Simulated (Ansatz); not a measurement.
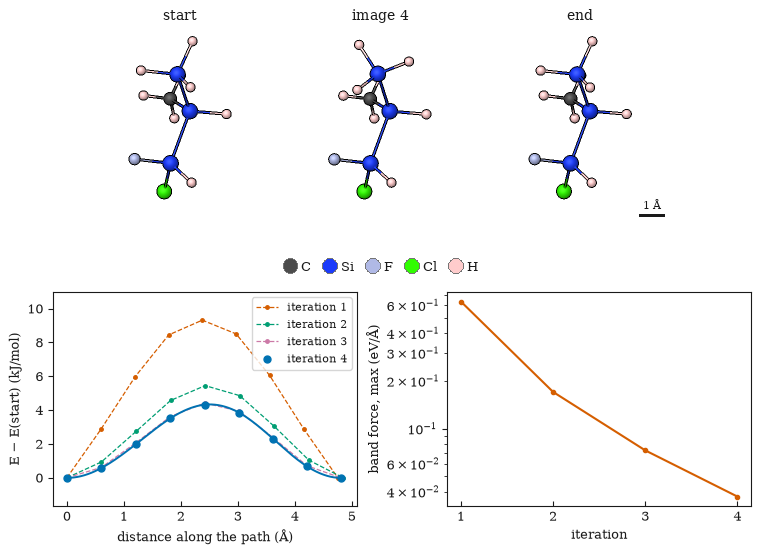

NEB run on CH₈ClFSi₃. Images are numbered from 0 (start) to 8 (end). The plot follows the band through its iterations. Style: ball-and-stick. Shown from a free direction.

Computed with Ansatz, RKS PBE/def2-SVP.

Input
```yaml
crystal:
  periodic: [false, false, false]
  atoms:
    - { symbol: C, position_ang: [-0.083044, -1.914562, 0.366352] }
    - { symbol: Si, position_ang: [0.474986, -0.100411, 0.435397] }
    - { symbol: Si, position_ang: [1.360052, 0.658381, -1.614071] }
    - { symbol: Si, position_ang: [-1.374638, 1.251107, 0.972168] }
    - { symbol: F, position_ang: [-2.242406, 1.524021, -0.396941] }
    - { symbol: Cl, position_ang: [-2.604353, 0.2168, 2.304734] }
    - { symbol: H, position_ang: [0.784512, -2.589647, 0.224267] }
    - { symbol: H, position_ang: [-0.790429, -2.070292, -0.472327] }
    - { symbol: H, position_ang: [-0.598179, -2.188139, 1.30892] }
    - { symbol: H, position_ang: [1.491793, 0.111386, 1.531742] }
    - { symbol: H, position_ang: [1.641934, 2.135912, -1.547584] }
    - { symbol: H, position_ang: [2.641686, -0.061589, -1.944535] }
    - { symbol: H, position_ang: [0.367157, 0.404105, -2.716668] }
    - { symbol: H, position_ang: [-1.082071, 2.593828, 1.577346] }
basis:
  gaussian: { orbitals: def2-SVP }
hamiltonian:
  xc: pbe
neb:
  order_check: false
  images: 7
  f_tol: 0.05
  max_iterations: 48
  initial_path: idpp
  final_atoms:
    - { symbol: C, position_ang: [0.09331484, -1.89021462, 0.48357015] }
    - { symbol: Si, position_ang: [0.46557496, -0.0283748, 0.45619161] }
    - { symbol: Si, position_ang: [1.34602036, 0.69622785, -1.60762729] }
    - { symbol: Si, position_ang: [-1.52531247, 1.16252519, 0.8477297] }
    - { symbol: F, position_ang: [-2.35515382, 1.28034147, -0.56651398] }
    - { symbol: Cl, position_ang: [-2.70867921, 0.0831345, 2.18582826] }
    - { symbol: H, position_ang: [1.02883651, -2.48030301, 0.41227084] }
    - { symbol: H, position_ang: [-0.56229537, -2.16803465, -0.36563473] }
    - { symbol: H, position_ang: [-0.42694177, -2.15829832, 1.42486165] }
    - { symbol: H, position_ang: [1.41471555, 0.34931811, 1.56848836] }
    - { symbol: H, position_ang: [2.70501694, 0.0938002, -1.85358562] }
    - { symbol: H, position_ang: [0.42517365, 0.27818324, -2.72271874] }
    - { symbol: H, position_ang: [1.47504981, 2.19631119, -1.62274855] }
    - { symbol: H, position_ang: [-1.38831997, 2.55628368, 1.38868833] }
```

Run as
```bash
ansatz run input.yaml --threads 2 --pin off --max-ram 3072MiB --backend cpu --events-out ev --progress --plain --runs-dir out
```

Q: Judge this run.

A: The result is final at these settings. The band converged in 4 iterations. The largest component of the band force went from 0.63 to 0.037 eV/Å. The climbing image converged on the top of the path. Its vibrational analysis gives one imaginary mode (95i cm⁻¹), as a transition state must have. The first iteration put the highest image at 9.32 kJ/mol. The barrier is about 4.32 kJ/mol in both directions, with image 4 at the top; the ends have the same energy.
